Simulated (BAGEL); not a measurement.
**C3H2FN (SMILES N#C/C=C/F) at HF/6-31G(d) (density fitting with qzvpp-jkfit, spherical functions)**

Aim: the vertical singlet–triplet gap of C3H2FN at HF/6-31G* (density fitting with qzvpp-jkfit, spherical functions), from 2 runs. 

The results are computed with BAGEL 1.2.2.

## 1. The system as given

C3H2FN: 7 atoms, total charge 0, spin state singlet. As SMILES, `N#C/C=C/F`. The shape is that of a GFN2-xTB optimisation.

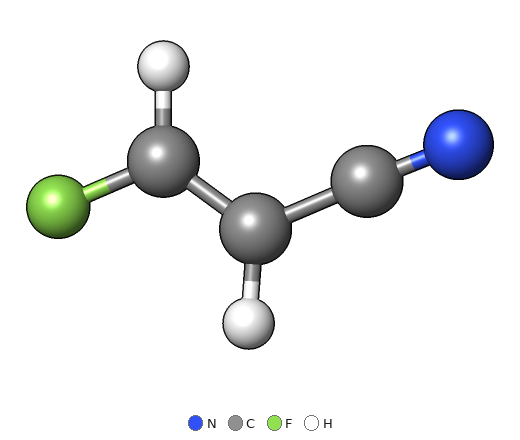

Viewed from a chosen angle; nitrogen blue, carbon grey, fluorine green, hydrogen white.

## 2. A single-point energy at HF/6-31G(d) (density fitting with qzvpp-jkfit, spherical functions)

Input file input.json:

```json
{ "bagel" : [

{
  "title" : "molecule",
  "basis" : "6-31gs.json",
  "df_basis" : "qzvpp-jkfit",
  "angstrom" : true,
  "geometry" : [
    { "atom" : "N", "xyz" : [      -0.001030,      -2.490240,       0.494220 ] },
    { "atom" : "C", "xyz" : [      -0.078040,      -1.347710,       0.460500 ] },
    { "atom" : "C", "xyz" : [      -0.183210,       0.055420,       0.449500 ] },
    { "atom" : "C", "xyz" : [       0.180570,       0.775210,      -0.605510 ] },
    { "atom" : "F", "xyz" : [       0.078420,       2.101910,      -0.610250 ] },
    { "atom" : "H", "xyz" : [      -0.575720,       0.521470,       1.342840 ] },
    { "atom" : "H", "xyz" : [       0.579010,       0.383930,      -1.531300 ] }
  ]
},

{ "title" : "hf" },

{ "title" : "print", "file" : "orbitals.molden", "orbitals" : true }

]}
```

The basis set 6-31G* is read from a file made from the Basis Set Exchange's data (not shown).

Run with:

```console
BAGEL_NUM_THREADS=1 BAGEL input.json > input.out
```

Standard output:

```text
* using 1 threads per process

  ===============================================================
  ===============================================================

  *** Geometry ***

  { "atom" : "N", "xyz" : [     -0.001946,     -4.705872,      0.933940 ] },
  { "atom" : "C", "xyz" : [     -0.147474,     -2.546803,      0.870219 ] },
  { "atom" : "C", "xyz" : [     -0.346217,      0.104729,      0.849432 ] },
  { "atom" : "C", "xyz" : [      0.341228,      1.464935,     -1.144248 ] },
  { "atom" : "F", "xyz" : [      0.148192,      3.972034,     -1.153205 ] },
  { "atom" : "H", "xyz" : [     -1.087953,      0.985435,      2.537600 ] },
  { "atom" : "H", "xyz" : [      1.094170,      0.725523,     -2.893738 ] },

  Number of auxiliary basis functions:      415

  Since a DF basis is specified, we compute 2- and 3-index integrals:
    o Being stored without compression. Storage requirement is 0.018 GB

  Number of basis functions:       74
  Number of electrons      :       36

    * METHOD: MOLECULE                             0.16

  *** RHF ***

  === Nuclear Repulsion ===
   137.2577043610

      * DIIS with orbital gradients will be used.

  === RHF iteration (6-31gs.json) ===
      0       -268.36233430          0.02412032           0.04
      1       -268.47236655          0.02068715           0.03
      2       -268.60834673          0.00272962           0.03
      3       -268.61144563          0.00128594           0.03
      4       -268.61208737          0.00024598           0.03
      5       -268.61212582          0.00009311           0.03
      6       -268.61213206          0.00003048           0.03
      7       -268.61213295          0.00001165           0.03
      8       -268.61213303          0.00000445           0.03
      9       -268.61213304          0.00000209           0.03
     10       -268.61213305          0.00000114           0.03
     11       -268.61213305          0.00000027           0.03
     12       -268.61213305          0.00000015           0.03
     13       -268.61213305          0.00000008           0.03
     14       -268.61213305          0.00000004           0.03
     15       -268.61213305          0.00000001           0.03
     16       -268.61213305          0.00000001           0.03
    * SCF iteration converged.

    * Permanent dipole moment:
           (   -0.025713,    -1.082185,     0.279580) a.u.

    * METHOD: HF                                   0.69

    * METHOD: PRINT                                0.01

  ===============================================================
```

Wall time 0.99 s (1 thread of Arm Neoverse V1, shared host).

## 3. The triplet at the same level

Input file input.json:

```json
{ "bagel": [

{
  "title": "molecule",
  "basis": "6-31gs.json",
  "df_basis": "qzvpp-jkfit",
  "angstrom": true,
  "geometry": [
    { "atom": "N", "xyz": [      -0.001030,      -2.490240,       0.494220 ] },
    { "atom": "C", "xyz": [      -0.078040,      -1.347710,       0.460500 ] },
    { "atom": "C", "xyz": [      -0.183210,       0.055420,       0.449500 ] },
    { "atom": "C", "xyz": [       0.180570,       0.775210,      -0.605510 ] },
    { "atom": "F", "xyz": [       0.078420,       2.101910,      -0.610250 ] },
    { "atom": "H", "xyz": [      -0.575720,       0.521470,       1.342840 ] },
    { "atom": "H", "xyz": [       0.579010,       0.383930,      -1.531300 ] }
  ]
},

{ "title": "uhf", "charge": 0, "nopen": 2 },

{ "title": "print", "file": "orbitals.molden", "orbitals": true }

]}
```

The basis set 6-31G* is read from a file made from the Basis Set Exchange's data (not shown).

Run with:

```console
BAGEL_NUM_THREADS=1 BAGEL input.json > input.out
```

Standard output:

```text
* using 1 threads per process

  ===============================================================
  ===============================================================

  *** Geometry ***

  { "atom" : "N", "xyz" : [     -0.001946,     -4.705872,      0.933940 ] },
  { "atom" : "C", "xyz" : [     -0.147474,     -2.546803,      0.870219 ] },
  { "atom" : "C", "xyz" : [     -0.346217,      0.104729,      0.849432 ] },
  { "atom" : "C", "xyz" : [      0.341228,      1.464935,     -1.144248 ] },
  { "atom" : "F", "xyz" : [      0.148192,      3.972034,     -1.153205 ] },
  { "atom" : "H", "xyz" : [     -1.087953,      0.985435,      2.537600 ] },
  { "atom" : "H", "xyz" : [      1.094170,      0.725523,     -2.893738 ] },

  Number of auxiliary basis functions:      415

  Since a DF basis is specified, we compute 2- and 3-index integrals:
    o Being stored without compression. Storage requirement is 0.018 GB

  Number of basis functions:       74
  Number of electrons      :       36

    * METHOD: MOLECULE                             0.16

  *** Open-shell HF ***

  === Nuclear Repulsion ===
   137.2577043610

      * DIIS with orbital gradients will be used.

  === UHF iteration (6-31gs.json) ===
      0       -268.20274311          0.04790984           0.07
      1       -268.30384225          0.04519230           0.08
      2       -268.34840036          0.03893773           0.08
      3       -268.49026530          0.00292379           0.07
      4       -268.49496506          0.00155992           0.07
      5       -268.49700157          0.00060411           0.07
      6       -268.49837898          0.00023427           0.07
      7       -268.49873879          0.00015151           0.07
      8       -268.49897077          0.00010188           0.07
      9       -268.49911089          0.00008670           0.07
     10       -268.49931201          0.00006209           0.07
     11       -268.49948518          0.00002774           0.07
     12       -268.49950851          0.00001287           0.07
     13       -268.49952707          0.00000926           0.07
     14       -268.49953505          0.00000555           0.07
     15       -268.49954398          0.00000303           0.07
     16       -268.49954681          0.00000175           0.07
     17       -268.49954725          0.00000098           0.07
     18       -268.49954732          0.00000044           0.07
     19       -268.49954732          0.00000023           0.07
     20       -268.49954732          0.00000016           0.07
     21       -268.49954733          0.00000009           0.07
     22       -268.49954733          0.00000005           0.07
     23       -268.49954733          0.00000003           0.07
     24       -268.49954733          0.00000002           0.07
     25       -268.49954733          0.00000001           0.07
    * SCF iteration converged.

    * S^2 (UHF) is 2.1512

    * Permanent dipole moment:
           (    0.062152,    -0.796404,     0.002886) a.u.

    * METHOD: UHF                                  1.99

    * METHOD: PRINT                                0.01

  ===============================================================
```

Wall time 2.3 s (1 thread of Arm Neoverse V1, shared host).

## 4. Outcome

At HF/6-31G* (density fitting with qzvpp-jkfit, spherical functions):

| quantity | value |
| --- | --- |
| singlet: total energy | -268.61213 Eh |
| singlet: dipole moment | 2.84 D |
| singlet: HOMO energy | -10.79 eV |
| singlet: LUMO energy | 2.71 eV |
| singlet: HOMO–LUMO gap | 13.50 eV |
| triplet: total energy | -268.49955 Eh |
| triplet: dipole moment | 2.03 D |
| triplet: ⟨S²⟩ | 2.151 |
| vertical energy of the triplet above the singlet | 3.064 eV |

In words: At this shape the triplet lies 3.06 eV (71 kcal/mol) above the singlet. ⟨S²⟩ (triplet) is 2.15 where a pure triplet has 2.00: the reference is spin-contaminated.
